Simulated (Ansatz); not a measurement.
A relaxed structure of CdS. These are PBE (plane waves to 420 eV, PAW, scalar-relativistic; Ansatz, an electronic-structure program) values and carry that method's errors.

F-43m (No. 216), cF8, zinc blende type; a = b = c = 5.927 Å, α = β = γ = 90.00°.

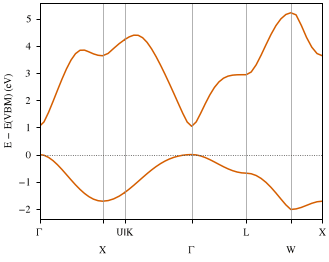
*Highest filled and lowest empty band along the path of this cell's Brillouin zone*

**Question.** Read off the gap and say whether it is direct.

**Answer.** 1.04 eV, direct at Γ (no spin-orbit coupling).

**Question.** How far does the top valence band disperse along this path?

**Answer.** About 2.0 eV.

No spin polarisation in the result.

Measured for CdS: a 5.832 Å (room temperature; as listed in arXiv:1206.3780); gap 2.48 eV (0 K or low temperature; as listed in arXiv:1206.3780). Computed minus measured — a: PBE +1.6 %; gap: PBE -1.44 eV. The computed values are for a static lattice, and a measured gap can be an optical one, lowered by exciton binding.

The run could not lose the symmetry of its start.
